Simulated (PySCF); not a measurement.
# C5H2F4: the cost of one run

Computed with PySCF 2.14.0 and routines of our own; the level stands in each step. Atoms count from 0.

## (1) The system as given

11 atoms, charge 0, multiplicity 1; geometry from: GFN2-xTB.

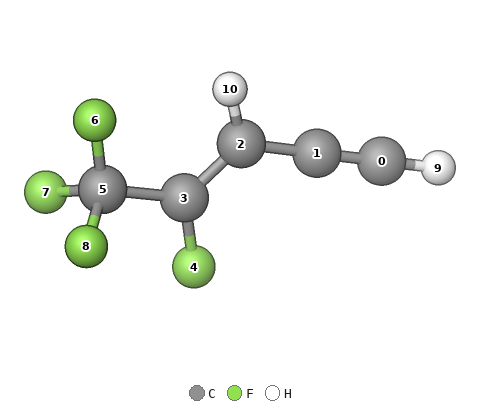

The starting geometry (carbon grey, fluorine green, hydrogen white).

## (2) Magnetic properties: GIAO B3LYP/pcSseg-1

Job settings and geometry (Å):

```
{"job": {"kind": "mag", "xc": "B3LYP", "basis": "pcSseg-1", "isotopologues": 0}, "charge": 0, "multiplicity": 1}
C     -3.026749    -0.359290     0.420872
C     -1.856492    -0.121543     0.549867
C     -0.488597     0.160136     0.705474
C      0.424099    -0.101898    -0.230115
F      0.119357    -0.660258    -1.411579
C      1.899025     0.186403    -0.094392
F      2.178036     0.746031     1.091038
F      2.644964    -0.922315    -0.187061
F      2.340533     1.030732    -1.035676
H     -4.049758    -0.566279     0.313121
H     -0.178992     0.610950     1.637418
```

With the program's defaults for keys left out, this is: GIAO B3LYP/pcSseg-1 magnetisability, rotational g tensor and spin-rotation constants, non-relativistic, gas phase.

On the command line:

```console
> OMP_NUM_THREADS=1 python excited_run.py task.json out
```

This one command runs all jobs of the session in turn.

Q: Estimate the wall time and peak memory of this first job on 1 thread of AMD EPYC 9R14, shared host.

About 16 s, with a peak of 0.84 GiB.
